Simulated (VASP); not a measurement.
Band structure of BaF2 (fluorite). Level of theory: PBE GGA, VASP's PBE PAW potentials (set 64) (plane waves; VASP).

Unless said otherwise, spin-orbit coupling is left out, though it shifts the bands of the heavy elements here.

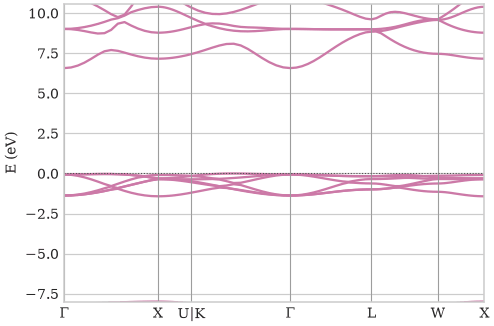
Figure. Bands along high-symmetry lines, zero at the valence-band maximum or, without a gap, the Fermi level

Q: Read the plot: is there a gap, and where are the band edges?

A: The gap is indirect, 6.57 eV, from the valence maximum at K-Γ at 0.43 to the conduction minimum at Γ. (Edges off the drawn lines would not show.)

Measured: gap 10.50 eV (computed value off by -3.93 eV), as given by Andrés Aguado et al., Journal of the Physical Society of Japan (1999), arXiv:cond-mat/9901145.

The compound is BaF2 in the fluorite structure. It was relaxed first.
